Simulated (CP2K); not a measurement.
**SiO (SMILES O=[Si]): PBE0/TZV2P-MOLOPT-PBE0-GTH (core potential)**

Aim: the vertical singlet–triplet gap of SiO at PBE0/TZV2P-MOLOPT-PBE0-GTH (core potential), from 2 runs. 

The calculation is run with CP2K 2026.2.

7 further runs of the same task are left out: 5 that didn't finish, 2 set aside as unsound or not needed.

## Step 1: The system as given

The species is SiO (2 atoms), meant as a singlet with charge 0. As SMILES, `O=[Si]`. The coordinates come from a PBE0-D4/def2-TZVP relaxation.

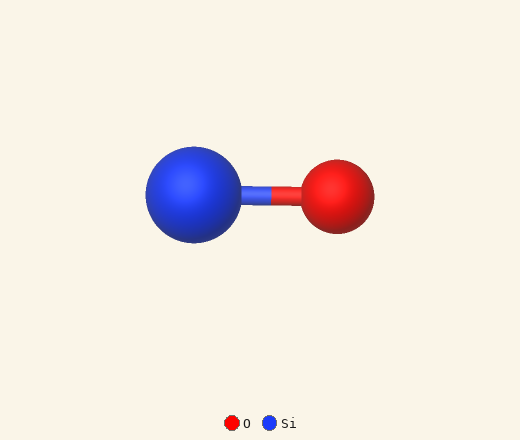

The structure, seen from a chosen angle (oxygen red, silicon blue).

## Step 2: The energy at PBE0/TZV2P-MOLOPT-PBE0-GTH (core potential)

mol.inp reads:

```
&GLOBAL
  PROJECT_NAME mol
  RUN_TYPE ENERGY
  PRINT_LEVEL MEDIUM
&END

&FORCE_EVAL
  METHOD QUICKSTEP
  &DFT
    BASIS_SET_FILE_NAME BASIS_MOLOPT_UZH
    BASIS_SET_FILE_NAME BASIS_ADMM_UZH
    POTENTIAL_FILE_NAME POTENTIAL_UZH
    &QS
      METHOD GPW
      EPS_DEFAULT 1.0E-10
    &END
    &MGRID
      CUTOFF 400
      REL_CUTOFF 50
      NGRIDS 4
    &END
    &POISSON
      PERIODIC NONE
      POISSON_SOLVER MULTIPOLE
    &END
    &SCF
      SCF_GUESS ATOMIC
      EPS_SCF 1.0E-06
      MAX_SCF 30
      &OT
        MINIMIZER CG
        PRECONDITIONER FULL_SINGLE_INVERSE
      &END
      &OUTER_SCF
        EPS_SCF 1.0E-06
        MAX_SCF 10
      &END
    &END
    ! functional
    &XC
      &XC_FUNCTIONAL
        &PBE
          SCALE_X 0.75
          SCALE_C 1.0
        &END
      &END
      ! exact exchange
      &HF
        FRACTION 0.25
        &SCREENING
          EPS_SCHWARZ 1.0E-09
        &END
        &MEMORY
          MAX_MEMORY 1050
        &END
      &END
    &END
    &AUXILIARY_DENSITY_MATRIX_METHOD
      ADMM_TYPE ADMMS
      EXCH_CORRECTION_FUNC PBEX
    &END
    ! extra output
    &PRINT
      &MOMENTS
        PERIODIC F
        REFERENCE COM
        MAX_MOMENT 1
      &END
      &MO_CUBES
        NLUMO 1
        NHOMO -1
        WRITE_CUBE F
      &END
      &HIRSHFELD OFF
      &END
    &END
  &END
  &SUBSYS
    ! vacuum box
    &CELL
      ABC 8.3 7.5 7.6
      PERIODIC NONE
    &END
    &COORD
      O     -0.640700     0.231500    -0.324000
      Si     0.640700    -0.231500     0.324000
    &END
    &TOPOLOGY
      &CENTER_COORDINATES
      &END
    &END
    &KIND O
      BASIS_SET ORB TZV2P-MOLOPT-PBE0-GTH-q6
      BASIS_SET AUX_FIT admm-tzp-q6
      POTENTIAL GTH-PBE0-q6
    &END
    &KIND Si
      BASIS_SET ORB TZV2P-MOLOPT-PBE0-GTH-q4
      BASIS_SET AUX_FIT admm-tzp-q4
      POTENTIAL GTH-PBE0-q4
    &END
  &END
&END
```

Run with:

```console
$ OMP_NUM_THREADS=1 cp2k.psmp mol.inp > mol.out
```

Log, shortened:

```text
CP2K| version string:                                       CP2K version 2026.2
[...]
 GLOBAL| Method name                                                        CP2K
[...]
 GLOBAL| Run type                                                         ENERGY
[...]
 DFT| Spin restricted Kohn-Sham (RKS) calculation                            RKS
 DFT| Multiplicity                                                             1
[...]
 DFT| Charge                                                                   0
[...]
 FUNCTIONAL| PBE:
 QS| Method:                                                                 GPW
[...]
 QS| Density cutoff [a.u.]:                                                200.0
[...]
 QS| Relative density cutoff [a.u.]:                                        25.0
[...]
                             - Atoms:                                          2
[...]
                             - Spherical basis functions:                     58
[...]
 Number of electrons:                                                         10
[...]
     1 OT CG       0.80E-01    1.4     0.18875457       -18.7967053537 -1.88E+01
[...]
    26 OT CG       0.81E-01    1.1     0.00000097       -19.9154782595 -4.82E-11
  *** SCF run converged in    26 steps ***
[...]
  Overlap energy of the core charge distribution:               0.00000018695729
  Self energy of the core charge distribution:                -51.28348788886441
  Core Hamiltonian energy:                                     13.78433525296404
  Hartree energy:                                              22.14970345638389
  Exchange-correlation energy:                                 -3.52254907086009
  Hartree-Fock Exchange energy:                                -1.04348019607035
  Total energy:                                               -19.91547825948964
[...]
                     Mulliken Population Analysis
 #  Atom  Element  Kind  Atomic population                           Net charge
       1     O        1          6.434203                             -0.434203
       2     Si       2          3.565797                              0.434203
 # Total charge                             10.000000                 -0.000000
[...]
  Dipole moment [Debye]
    X=  0.2647158E+01 Y= -0.9632412E+00 Z=  0.1347346E+01  Total=      3.1225982
[...]
 HOMO - LUMO gap [eV] :    6.853601
 ENERGY| Total FORCE_EVAL ( QS ) energy [hartree]            -19.915478259489635
[...]
```

Wall time 49 s (1 thread of Arm Neoverse V1, shared host); peak memory 0.53 GiB.

## Step 3: The triplet, same level

job.inp reads:

```
&GLOBAL
 PROJECT_NAME job
 RUN_TYPE ENERGY
 PRINT_LEVEL MEDIUM
&END GLOBAL

&FORCE_EVAL
 METHOD Quickstep
 &DFT
  BASIS_SET_FILE_NAME BASIS_MOLOPT_UZH
  BASIS_SET_FILE_NAME BASIS_ADMM_UZH
  POTENTIAL_FILE_NAME POTENTIAL_UZH
  CHARGE 0
  MULTIPLICITY 3
  UKS T
  &QS
   METHOD GPW
   EPS_DEFAULT 1.0E-10
  &END QS
  &MGRID
   CUTOFF 400
   REL_CUTOFF 50
   NGRIDS 4
  &END MGRID
  &POISSON
   PERIODIC NONE
   POISSON_SOLVER MULTIPOLE
  &END POISSON
  &SCF
   SCF_GUESS ATOMIC
   EPS_SCF 1.0E-06
   MAX_SCF 40
   &OT ON
    MINIMIZER DIIS
    PRECONDITIONER FULL_ALL
   &END OT
   &OUTER_SCF
    EPS_SCF 1.0E-06
    MAX_SCF 8
   &END OUTER_SCF
  &END SCF
  &XC
   &XC_FUNCTIONAL
    &PBE
     SCALE_X 0.75
     SCALE_C 1.0
    &END PBE
   &END XC_FUNCTIONAL
   &HF
    FRACTION 0.25
    &SCREENING
     EPS_SCHWARZ 1.0E-09
     SCREEN_ON_INITIAL_P F
    &END SCREENING
    &INTERACTION_POTENTIAL
     POTENTIAL_TYPE COULOMB
    &END INTERACTION_POTENTIAL
    &MEMORY
     MAX_MEMORY 1050
    &END MEMORY
   &END HF
  &END XC
  &AUXILIARY_DENSITY_MATRIX_METHOD
   ADMM_TYPE ADMMS
   EXCH_CORRECTION_FUNC PBEX
  &END AUXILIARY_DENSITY_MATRIX_METHOD
  &PRINT
   &MOMENTS
    PERIODIC F
    REFERENCE COM
    MAX_MOMENT 1
   &END MOMENTS
   &MO_CUBES
    NLUMO 1
    NHOMO -1
    WRITE_CUBE F
   &END MO_CUBES
   &HIRSHFELD OFF
   &END HIRSHFELD
  &END PRINT
 &END DFT
 &SUBSYS
  &CELL
   ABC [angstrom] 8.3 7.5 7.6
   PERIODIC NONE
  &END CELL
  &COORD
   SCALED T
   O    0.42280723   0.53086667   0.45736842
   Si   0.57719277   0.46913333   0.54263158
  &END COORD
  &KIND O
   BASIS_SET ORB TZV2P-MOLOPT-PBE0-GTH-q6
   BASIS_SET AUX_FIT admm-tzp-q6
   POTENTIAL GTH-PBE0-q6
  &END KIND
  &KIND Si
   BASIS_SET ORB TZV2P-MOLOPT-PBE0-GTH-q4
   BASIS_SET AUX_FIT admm-tzp-q4
   POTENTIAL GTH-PBE0-q4
  &END KIND
 &END SUBSYS
&END FORCE_EVAL
```

Run with:

```console
$ OMP_NUM_THREADS=1 cp2k.psmp -i job.inp > job.out 2>&1
```

Log, shortened:

```text
CP2K| version string:                                       CP2K version 2026.2
[...]
 GLOBAL| Method name                                                        CP2K
[...]
 GLOBAL| Run type                                                         ENERGY
[...]
 DFT| Spin unrestricted (spin-polarized) Kohn-Sham calculation               UKS
 DFT| Multiplicity                                                             3
[...]
 DFT| Charge                                                                   0
[...]
 FUNCTIONAL| PBE:
 QS| Method:                                                                 GPW
[...]
 QS| Density cutoff [a.u.]:                                                200.0
[...]
 QS| Relative density cutoff [a.u.]:                                        25.0
[...]
                             - Atoms:                                          2
[...]
                             - Spherical basis functions:                     58
[...]
 Number of electrons:                                                          6
[...]
     1 OT DIIS     0.15E+00    3.2     0.12873403       -18.6000317412 -1.86E+01
[...]
    15 OT DIIS     0.15E+00    2.8     0.00000060       -19.7710231022 -7.76E-10
  *** SCF run converged in    15 steps ***
[...]
  Overlap energy of the core charge distribution:               0.00000018695726
  Self energy of the core charge distribution:                -51.28348788886441
  Core Hamiltonian energy:                                     13.87751744361428
  Hartree energy:                                              22.21526398307566
  Exchange-correlation energy:                                 -3.52915718926713
  Hartree-Fock Exchange energy:                                -1.05115963767711
  Total energy:                                               -19.77102310216145
[...]
                     Mulliken Population Analysis
 #  Atom  Element  Kind  Atomic population (alpha,beta) Net charge  Spin moment
       1     O        1         3.402789     2.950089    -0.352878     0.452700
       2     Si       2         2.597211     1.049911     0.352878     1.547300
 # Total charge and spin        6.000000     4.000000    -0.000000     2.000000
[...]
  Dipole moment [Debye]
    X=  0.2229943E+01 Y= -0.8131738E+00 Z=  0.1138972E+01  Total=      2.6327092
[...]
 HOMO - LUMO gap [eV] :    3.592558
 ENERGY| Total FORCE_EVAL ( QS ) energy [hartree]            -19.771023102161447
[...]
```

Run time: 2.6 min. Hardware: 1 thread of Arm Neoverse V1, shared host; peak memory 0.68 GiB.

## Step 4: Results

Level: PBE0/TZV2P-MOLOPT-PBE0-GTH (core potential).

| quantity | value |
| --- | --- |
| singlet: total energy | -19.91548 Eh |
| singlet: dipole moment | 3.12 D |
| singlet: HOMO energy | -8.73 eV |
| singlet: LUMO energy | -1.87 eV |
| singlet: HOMO–LUMO gap | 6.85 eV |
| triplet: total energy | -19.77102 Eh |
| triplet: dipole moment | 2.63 D |
| triplet: HOMO energy (highest over α and β) | -4.84 eV |
| triplet: ⟨S²⟩ | 2.010 |
| vertical energy of the triplet above the singlet | 3.931 eV |

In words: At this shape the triplet lies 3.93 eV (91 kcal/mol) above the singlet.
